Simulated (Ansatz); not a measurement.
The parent structure is GaP in the zinc blende structure (space group F-43m, No. 216; a = 5.4390 Å). Axes: x, y, z lie along the cube axes.

It is then changed as follows: compressive biaxial strain of 1.36 % in the plane normal to [001], as in epitaxy on a mismatched substrate; the out-of-plane cell vector and the atoms relax.

The values are results of Ansatz (an electronic-structure program) PBEsol, spin-orbit coupling left out, earlier PAW set, not measurements.

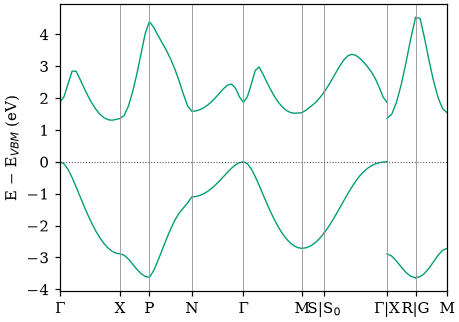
*Highest valence and lowest conduction band along the path of the changed cell's own zone*

The gap is 1.30 eV, indirect, Γ → Γ–X (87 % along); the base has 1.45 eV.

Stability against distortions was not tested. k-point labels follow each cell's own Brillouin zone.
